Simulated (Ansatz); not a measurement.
Geometry relaxation, with input and output: C2H3BMg

The run: geometry relaxation of C2H3BMg. Method and program: RKS r2SCAN-D4/def2-SVP (Ansatz 0.2.0).

It belongs to a series of runs on one base structure; here: start relaxed. Figures and captions count atoms from 1; the log counts them from 0 in places.

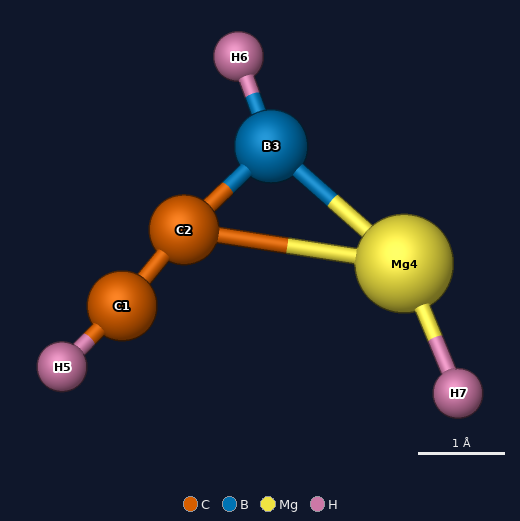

**Figure 1.** The starting structure (ball-and-stick view, seen at a tilt; atoms are numbered from 1 in the order of the input). Sticks mark near contacts.

Input file:
```yaml
crystal:
  periodic: [false, false, false]
  atoms:
    - { symbol: C, position_ang: [-1.62733, -0.18682, -0.26489] }
    - { symbol: C, position_ang: [-0.62034, -0.29441, 0.40942] }
    - { symbol: B, position_ang: [0.69593, -0.34878, 1.10092] }
    - { symbol: Mg, position_ang: [1.66894, 0.53095, -0.54737] }
    - { symbol: H, position_ang: [-2.54911, -0.1333, -0.77641] }
    - { symbol: H, position_ang: [0.71703, -0.79734, 2.18632] }
    - { symbol: H, position_ang: [1.71488, 1.2297, -2.10799] }
basis:
  gaussian: { orbitals: def2-SVP }
hamiltonian:
  xc: r2scan
  dispersion: d4
relax:
  f_tol: 0.02
  max_steps: 40
scf:
  lower_state_search: "off"
output:
  orbitals: {}
```

Hardware: 2 threads of Arm Neoverse N1, 16 GiB of memory available, shared host.

Launched with:
```bash
ansatz run input.yaml --threads 2 --pin off --max-ram 3072MiB --backend cpu --events-out ev --progress --plain --runs-dir out
```

The program's output:
```
The last accepted step is kept in [file] (removed where the run ends without a failure and the disk answers)
Engine: ansatz 0.2.0, aarch64-unknown-linux-gnu
Functional definition: r2SCAN
  parameter k0 = 0.174
  parameter k1 = 0.065
  parameter a1 = 4.9479
  exchange = r2scan_x(k0 = k0, k1 = k1, a1 = a1)
  correlation = r2scan_c
these checks for a lower state are left out or cut short: stability, starts, cluster_reference, orbital_swaps, neighbouring_geometries, increment
823 factors; their error is unknown
mean field evaluation 1: about -8227.5064 eV, gradient 4.1e1 eV
mean field evaluation 2: about -8220.9289 eV, gradient 6.1e1 eV
mean field evaluation 4: about -8232.8707 eV, gradient 1.1e1 eV
mean field evaluation 8: about -8233.1921 eV, gradient 1.1e-1 eV
mean field evaluation 16: about -8233.1921 eV, gradient 1.2e-5 eV
mean field -8233.19211027 eV, -302.5642293945 hartree, gradient 1.8e-6 eV, S^2 0.000000; 0 other end points of the search recorded, 0 dependent functions left out
the calculation of the forces begins
reference -8233.19212485 eV, -302.5642299303 hartree; 16, 16 occupied and 59, 59 virtual orbitals, 823 factors
relax step   1: F+E_penalty+E_count = -8233.22162364 eV  Δ(F+E_penalty+E_count) = +0.000e0 eV  max|allowed force component| = 1.212e0 eV/Å  Δτ_max = 0.0000 Å  (15 SCF iters, accepted)
these checks for a lower state are left out or cut short: stability, starts, cluster_reference, orbital_swaps, neighbouring_geometries, increment
823 factors; their error is unknown
mean field -8233.37862061 eV, -302.5710835228 hartree, gradient 8.7e-7 eV, S^2 0.000000; 0 other end points of the search recorded, 0 dependent functions left out
[... from here on the field's lines of each further geometry are left out, up to the last ...]
relax step   2: F+E_penalty+E_count = -8233.40766297 eV  Δ(F+E_penalty+E_count) = -1.860e-1 eV  max|allowed force component| = 4.352e-1 eV/Å  Δτ_max = 0.1941 Å  (20 SCF iters, accepted)
relax step   3: F+E_penalty+E_count = -8233.44038793 eV  Δ(F+E_penalty+E_count) = -3.272e-2 eV  max|allowed force component| = 1.163e-1 eV/Å  Δτ_max = 0.1805 Å  (20 SCF iters, accepted)
relax step   4: F+E_penalty+E_count = -8233.40342497 eV  Δ(F+E_penalty+E_count) = +3.696e-2 eV  max|allowed force component| = 5.407e-1 eV/Å  Δτ_max = 0.1534 Å  (19 SCF iters, rejected (line search))
relax step   5: F+E_penalty+E_count = -8233.44945411 eV  Δ(F+E_penalty+E_count) = -9.066e-3 eV  max|allowed force component| = 7.230e-2 eV/Å  Δτ_max = 0.0750 Å  (19 SCF iters, accepted)
relax step   6: F+E_penalty+E_count = -8233.45429654 eV  Δ(F+E_penalty+E_count) = -4.842e-3 eV  max|allowed force component| = 5.491e-2 eV/Å  Δτ_max = 0.0696 Å  (20 SCF iters, accepted)
relax step   7: F+E_penalty+E_count = -8233.46591070 eV  Δ(F+E_penalty+E_count) = -1.161e-2 eV  max|allowed force component| = 1.694e-1 eV/Å  Δτ_max = 0.1463 Å  (20 SCF iters, accepted)
relax step   8: F+E_penalty+E_count = -8233.47807071 eV  Δ(F+E_penalty+E_count) = -1.216e-2 eV  max|allowed force component| = 3.441e-1 eV/Å  Δτ_max = 0.1950 Å  (19 SCF iters, accepted)
relax step   9: F+E_penalty+E_count = -8233.48602739 eV  Δ(F+E_penalty+E_count) = -7.957e-3 eV  max|allowed force component| = 3.584e-1 eV/Å  Δτ_max = 0.1917 Å  (19 SCF iters, accepted)
relax step  10: F+E_penalty+E_count = -8233.48858349 eV  Δ(F+E_penalty+E_count) = -2.556e-3 eV  max|allowed force component| = 2.688e-1 eV/Å  Δτ_max = 0.1126 Å  (19 SCF iters, accepted)
relax step  11: F+E_penalty+E_count = -8233.49048722 eV  Δ(F+E_penalty+E_count) = -1.904e-3 eV  max|allowed force component| = 3.358e-1 eV/Å  Δτ_max = 0.1257 Å  (18 SCF iters, accepted)
relax step  12: F+E_penalty+E_count = -8233.49498104 eV  Δ(F+E_penalty+E_count) = -4.494e-3 eV  max|allowed force component| = 8.602e-2 eV/Å  Δτ_max = 0.0243 Å  (21 SCF iters, accepted)
the calculation of the forces begins
reference -8233.46816594 eV, -302.5743742533 hartree; 16, 16 occupied and 59, 59 virtual orbitals, 823 factors
relax step  13: F+E_penalty+E_count = -8233.49552695 eV  Δ(F+E_penalty+E_count) = -5.459e-4 eV  max|allowed force component| = 2.734e-2 eV/Å  Δτ_max = 0.0067 Å  (21 SCF iters, accepted)
these checks for a lower state are left out or cut short: stability, starts, cluster_reference, orbital_swaps, neighbouring_geometries, increment
823 factors; their error is unknown
mean field -8233.46820242 eV, -302.5743755938 hartree, gradient 1.6e-6 eV, S^2 0.000000; 0 other end points of the search recorded, 0 dependent functions left out
the calculation of the forces begins
reference -8233.46821827 eV, -302.5743761763 hartree; 16, 16 occupied and 59, 59 virtual orbitals, 823 factors
relax step  14: F+E_penalty+E_count = -8233.49557882 eV  Δ(F+E_penalty+E_count) = -5.187e-5 eV  max|allowed force component| = 6.173e-3 eV/Å  Δτ_max = 0.0023 Å  (13 SCF iters, accepted)
```

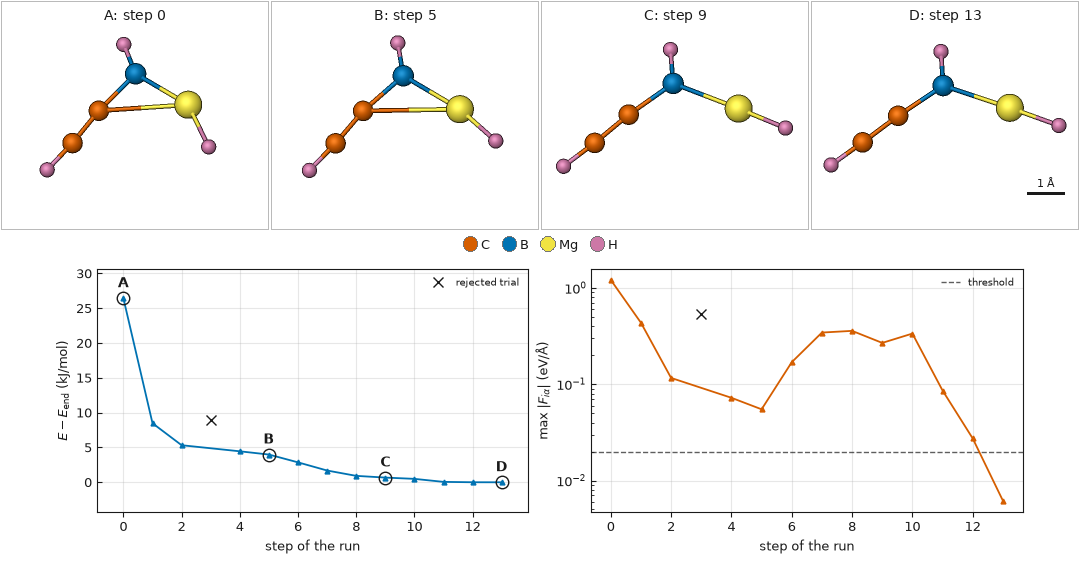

**Figure 2.** Frames of the relaxation (ball-and-stick view, seen at a tilt) above the curves, on which the letters mark them (the first geometry is step 0 here and step 1 in the log).

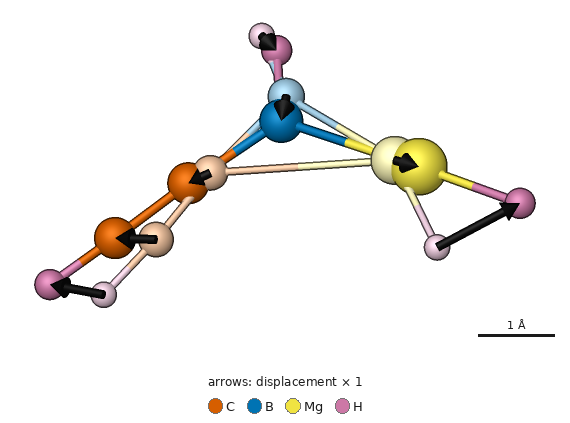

**Figure 3.** Start (faint) and end (solid) with the displacements as black arrows, at true length (ball-and-stick view, seen at a tilt). The two geometries are laid on each other by the best rigid fit. Over 13 geometry steps the energy falls by 26.4 kJ/mol. Largest force component: 1.2 eV/Å at the start, 0.0062 eV/Å at the end. The line search rejected the trial step at point 3 (counted from 0) and went back. The atom that moves furthest after the best rigid fit is H7 (1.25 Å). By element the largest moves are H 1.25 Å, C 0.60 Å, B 0.40 Å, Mg 0.38 Å. Among the contacts that change: C2–Mg4 2.615 → 3.261 Å, B3–Mg4 2.107 → 2.290 Å, B3–H6 1.175 → 1.214 Å, C1–H5 1.056 → 1.075 Å. Among the angles that change: C2–B3–Mg4 91.7° → 117.2°, Mg4–B3–H6 151.0° → 125.9°, B3–Mg4–H7 153.8° → 178.7°. (Atoms are counted from 1 in the order of the input.)

```
Total energy: -8233.49559467 eV, -302.5753822404 hartree
Atom 0 at    -2.112302    -0.397996     0.019729 Å, force     0.004342     0.000507     0.000542 eV/Å
Atom 1 at    -0.939792    -0.343427     0.396058 Å, force    -0.006173    -0.001351     0.000720 eV/Å
Atom 2 at     0.509743    -0.234229     0.764269 Å, force     0.000882     0.001500    -0.003220 eV/Å
Atom 3 at     1.917025     0.691510    -0.787053 Å, force     0.001074     0.000748    -0.001252 eV/Å
Atom 4 at    -3.142973    -0.458775    -0.281264 Å, force     0.000931     0.000221    -0.000101 eV/Å
Atom 5 at     0.829891    -0.645816     1.860184 Å, force    -0.000065    -0.001061     0.002438 eV/Å
Atom 6 at     2.938408     1.388732    -1.971924 Å, force    -0.000991    -0.000564     0.000872 eV/Å
Dipole moment:    -0.175789    -0.038873     0.015026 e Å
Checks for a lower state left out: stability, starts, cluster_reference, orbital_swaps, neighbouring_geometries, increment
```

Trajectory as extended XYZ (Å, eV, eV/Å), 14 frames, from step=1 to step=14:
```
7
Properties=species:S:1:pos:R:3:forces:R:3 step=1 energy=-8233.22162
C    -1.6273   -0.1868   -0.2649   -0.8687   0.1490  -0.7220
C    -0.6203   -0.2944    0.4094    1.1154  -0.2572   1.0740
B     0.6959   -0.3488    1.1009   -0.3648  -0.3077   0.5578
Mg    1.6689    0.5310   -0.5474    0.4552   0.6107  -1.2123
H    -2.5491   -0.1333   -0.7764   -0.7081   0.0687  -0.4572
H     0.7170   -0.7973    2.1863    0.1787  -0.2969   0.7727
H     1.7149    1.2297   -2.1080    0.1924   0.0333  -0.0130
7
Properties=species:S:1:pos:R:3:forces:R:3 step=2 energy=-8233.40766
C    -1.6757   -0.2053   -0.2423    0.0997   0.0371  -0.0460
C    -0.6590   -0.3177    0.4521   -0.1480  -0.1064   0.1957
B     0.6717   -0.3642    1.1347   -0.1323  -0.0677   0.0857
Mg    1.6325    0.5656   -0.6317    0.1059   0.2155  -0.4352
H    -2.6035   -0.1452   -0.7754   -0.1340   0.0191  -0.1041
H     0.7473   -0.8203    2.2407    0.1377  -0.0458   0.1665
H     1.8866    1.2871   -2.1780    0.0710  -0.0518   0.1374
7
Properties=species:S:1:pos:R:3:forces:R:3 step=3 energy=-8233.44039
C    -1.7316   -0.2273   -0.2142    0.0436   0.0222  -0.0309
C    -0.7123   -0.3387    0.4811   -0.1163  -0.0636   0.0929
B     0.6430   -0.3662    1.1259   -0.0446   0.0152  -0.0343
Mg    1.5964    0.5934   -0.6940    0.0746   0.0306  -0.0500
H    -2.6616   -0.1658   -0.7544    0.0434  -0.0063   0.0321
H     0.8017   -0.8129    2.2401    0.0273   0.0496  -0.1127
H     2.0644    1.3176   -2.1844   -0.0280  -0.0476   0.1030
7
Properties=species:S:1:pos:R:3:forces:R:3 step=4 energy=-8233.40343 accepted=F
C    -1.7813   -0.2432   -0.1997   -0.1053  -0.0484   0.0691
C    -0.7889   -0.3632    0.5209    0.0717   0.1332  -0.1224
B     0.5811   -0.3255    1.0781    0.5407  -0.1353   0.1631
Mg    1.6607    0.5827   -0.6569   -0.0340   0.1040  -0.0979
H    -2.6855   -0.1770   -0.7532   -0.5037   0.0009  -0.2541
H     0.9053   -0.7718    2.1346   -0.0820  -0.1200   0.3905
H     2.1087    1.2981   -2.1239    0.1125   0.0656  -0.1482
7
Properties=species:S:1:pos:R:3:forces:R:3 step=5 energy=-8233.44945
C    -1.7755   -0.2420   -0.1974    0.0301  -0.0195   0.0538
C    -0.7544   -0.3529    0.4938   -0.0344  -0.0006  -0.0723
B     0.6224   -0.3636    1.0877    0.0152   0.0548   0.0455
Mg    1.6399    0.6023   -0.6920    0.0157  -0.0248   0.0007
H    -2.7069   -0.1828   -0.7318   -0.0282  -0.0055   0.0126
H     0.8391   -0.7820    2.1999   -0.0196  -0.0180  -0.0355
H     2.1354    1.3210   -2.1603    0.0212   0.0136  -0.0048
7
Properties=species:S:1:pos:R:3:forces:R:3 step=6 energy=-8233.45430
C    -1.8033   -0.2542   -0.1824   -0.0053  -0.0090   0.0179
C    -0.7640   -0.3491    0.4819   -0.0165  -0.0135   0.0128
B     0.6168   -0.3483    1.0683   -0.0150   0.0124   0.0018
Mg    1.6582    0.6045   -0.7006    0.0549   0.0141  -0.0172
H    -2.7482   -0.2072   -0.6945   -0.0089  -0.0056   0.0106
H     0.8371   -0.7762    2.1762   -0.0210  -0.0025  -0.0216
H     2.2033    1.3305   -2.1489    0.0118   0.0039  -0.0044
7
Properties=species:S:1:pos:R:3:forces:R:3 step=7 energy=-8233.46591
C    -1.8742   -0.2837   -0.1448    0.1168  -0.0233   0.1133
C    -0.8001   -0.3482    0.4681   -0.1694   0.0095  -0.1055
B     0.5985   -0.3255    1.0142   -0.0517   0.0108  -0.0349
Mg    1.7393    0.6250   -0.7069    0.0199   0.0132  -0.0285
H    -2.8438   -0.2603   -0.6148    0.0705  -0.0059   0.0408
H     0.8326   -0.7561    2.1191   -0.0071   0.0008  -0.0088
H     2.3478    1.3489   -2.1350    0.0211  -0.0053   0.0236
7
Properties=species:S:1:pos:R:3:forces:R:3 step=8 energy=-8233.47807
C    -1.9553   -0.3194   -0.0969    0.2559  -0.0274   0.1871
C    -0.8453   -0.3492    0.4539   -0.3441   0.0269  -0.2145
B     0.5738   -0.2975    0.9444   -0.0917   0.0150  -0.0913
Mg    1.8040    0.6469   -0.7276    0.0222   0.0209  -0.0376
H    -2.9500   -0.3232   -0.5165    0.1372  -0.0031   0.0611
H     0.8341   -0.7259    2.0430    0.0153  -0.0161   0.0537
H     2.5387    1.3683   -2.1005    0.0052  -0.0161   0.0416
7
Properties=species:S:1:pos:R:3:forces:R:3 step=9 energy=-8233.48603
C    -2.0297   -0.3526   -0.0514    0.2737  -0.0269   0.1899
C    -0.8918   -0.3513    0.4400   -0.3584   0.0423  -0.2279
B     0.5457   -0.2697    0.8753   -0.1197  -0.0169  -0.1069
Mg    1.8548    0.6607   -0.7561    0.0409   0.0532  -0.0555
H    -3.0452   -0.3821   -0.4217    0.2060   0.0035   0.0749
H     0.8421   -0.6928    1.9692   -0.0011  -0.0042   0.0436
H     2.7241    1.3877   -2.0554   -0.0414  -0.0510   0.0820
7
Properties=species:S:1:pos:R:3:forces:R:3 step=10 energy=-8233.48858
C    -2.0679   -0.3717   -0.0244    0.0924  -0.0270   0.1041
C    -0.9135   -0.3526    0.4210   -0.2205   0.0018  -0.1590
B     0.5332   -0.2622    0.8243   -0.1597   0.0718  -0.0168
Mg    1.8745    0.7058   -0.7573    0.0893  -0.0138  -0.1107
H    -3.0977   -0.4171   -0.3560    0.2688   0.0160   0.0792
H     0.8387   -0.6753    1.9222    0.0038  -0.0266  -0.0034
H     2.8328    1.3731   -2.0298   -0.0740  -0.0222   0.1067
7
Properties=species:S:1:pos:R:3:forces:R:3 step=11 energy=-8233.49049
C    -2.1123   -0.3932    0.0091   -0.1296  -0.0344   0.0200
C    -0.9419   -0.3447    0.4001   -0.0610   0.0505  -0.0718
B     0.5121   -0.2294    0.7705   -0.1223  -0.1016  -0.0217
Mg    1.9287    0.6694   -0.7899    0.0560   0.1086  -0.0814
H    -3.1561   -0.4633   -0.2766    0.3358   0.0279   0.0741
H     0.8267   -0.6472    1.8672   -0.0005   0.0347  -0.0172
H     2.9428    1.4084   -1.9804   -0.0786  -0.0855   0.0980
7
Properties=species:S:1:pos:R:3:forces:R:3 step=12 energy=-8233.49498
C    -2.1111   -0.3950    0.0134   -0.0201  -0.0087   0.0110
C    -0.9404   -0.3426    0.3934    0.0226  -0.0067   0.0266
B     0.5065   -0.2353    0.7647    0.0860   0.0303  -0.0379
Mg    1.9187    0.6912   -0.7900   -0.0517  -0.0325   0.0601
H    -3.1438   -0.4620   -0.2736   -0.0518   0.0034  -0.0300
H     0.8316   -0.6444    1.8597   -0.0161  -0.0060   0.0076
H     2.9386    1.3882   -1.9676    0.0311   0.0203  -0.0374
7
Properties=species:S:1:pos:R:3:forces:R:3 step=13 energy=-8233.49553
C    -2.1118   -0.3971    0.0177    0.0139  -0.0049   0.0176
C    -0.9403   -0.3443    0.3979   -0.0116   0.0097  -0.0273
B     0.5099   -0.2339    0.7634   -0.0047  -0.0067   0.0130
Mg    1.9176    0.6916   -0.7874   -0.0044  -0.0015   0.0023
H    -3.1433   -0.4594   -0.2798   -0.0027   0.0010  -0.0037
H     0.8292   -0.6456    1.8597    0.0069   0.0009   0.0009
H     2.9388    1.3888   -1.9715    0.0027   0.0015  -0.0028
7
Properties=species:S:1:pos:R:3:forces:R:3 step=14 energy=-8233.49558
C    -2.1123   -0.3980    0.0197    0.0043   0.0005   0.0005
C    -0.9398   -0.3434    0.3961   -0.0062  -0.0014   0.0007
B     0.5097   -0.2342    0.7643    0.0009   0.0015  -0.0032
Mg    1.9170    0.6915   -0.7871    0.0011   0.0007  -0.0013
H    -3.1430   -0.4588   -0.2813    0.0009   0.0002  -0.0001
H     0.8299   -0.6458    1.8602   -0.0001  -0.0011   0.0024
H     2.9384    1.3887   -1.9719   -0.0010  -0.0006   0.0009
```

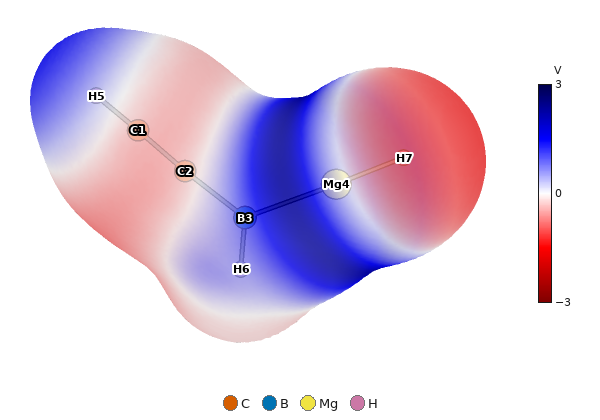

**Figure 4.** The molecular electrostatic potential painted on the density surface at 0.001 e/bohr³, seen at a tilt; red is negative and blue positive. A positive charge is drawn to the negative regions and a negative charge to the positive ones.

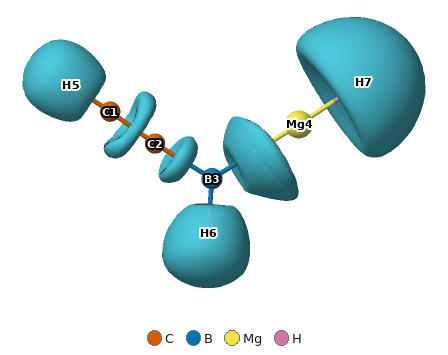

**Figure 5.** Isosurface of the ELF at 0.85 (cyan), seen at a tilt. Only the valence region is drawn (cores and ρ < 0.01 e/Å³ removed). Values along the shortest contacts: C–C (1.23 Å): the ELF peaks at about 0.85 between the atoms; a multiple bond by its length, whose ELF region spreads away from the axis. C–B (1.50 Å): the ELF peaks at about 0.95 between the atoms, as expected for localised, shared-pair bonding.

Summary:

| quantity | value |
| --- | --- |
| outcome | converged |
| total energy | −8233.4956 eV |
| mean-field energy | −8233.4682 eV |
| largest force (length of the vector) at the end | 0.006 eV/Å |
| wall time | 31 s (CPU time 58 s) |
| peak memory | 0.12 GiB |
